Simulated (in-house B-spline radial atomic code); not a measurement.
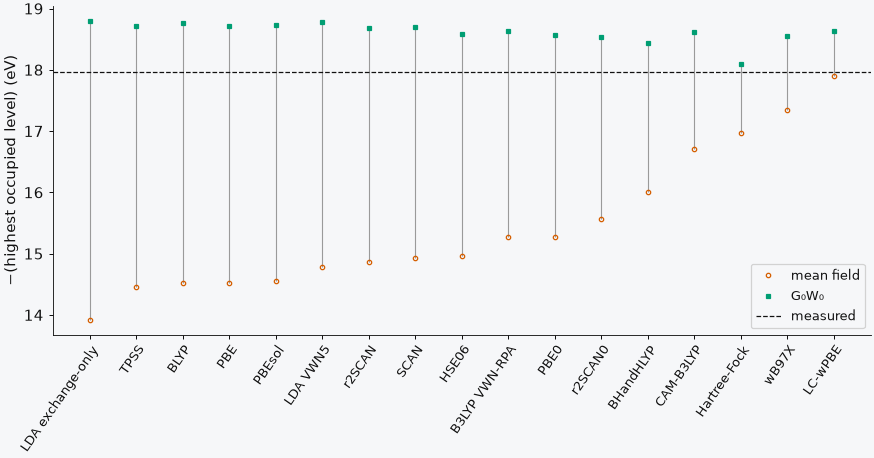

Binding energy of the highest level (4s↑) of Zn⁺ ([Ar] 3d¹⁰ 4s) on 17 mean-field starts and after G₀W₀. All-electron spherical atom, scalar X2C, no spin-orbit coupling, Breit or QED terms; computed with a B-spline radial code.

**Describe the starting-point dependence.**

The mean-field values spread from 13.93 eV (LDA exchange-only) to 17.90 eV (LC-wPBE); after G₀W₀ they lie between 18.09 eV (Hartree-Fock) and 18.80 eV (LDA exchange-only), so the spread shrinks from 3.98 to 0.71 eV. The measured removal energy is 17.96 eV; the nearest G₀W₀ value is that on Hartree-Fock (18.09 eV).

| Start | Mean field (eV) | G₀W₀ (eV) | RPA correlation (hartree) |
| --- | --- | --- | --- |
| LDA exchange-only | 13.93 | 18.80 | −2.249 |
| TPSS | 14.45 | 18.71 | −2.230 |
| BLYP | 14.51 | 18.76 | −2.246 |
| PBE | 14.52 | 18.72 | −2.242 |
| PBEsol | 14.55 | 18.74 | −2.244 |
| LDA VWN5 | 14.78 | 18.78 | −2.248 |
| r2SCAN | 14.87 | 18.68 | −2.200 |
| SCAN | 14.93 | 18.70 | −2.201 |
| HSE06 | 14.96 | 18.59 | −2.179 |
| B3LYP VWN-RPA | 15.27 | 18.64 | −2.189 |
| PBE0 | 15.27 | 18.57 | −2.172 |
| r2SCAN0 | 15.57 | 18.53 | −2.145 |
| BHandHLYP | 16.01 | 18.43 | −2.112 |
| CAM-B3LYP | 16.71 | 18.62 | −2.158 |
| Hartree-Fock | 16.97 | 18.09 | −2.001 |
| wB97X | 17.34 | 18.56 | −2.143 |
| LC-wPBE | 17.90 | 18.63 | −2.154 |
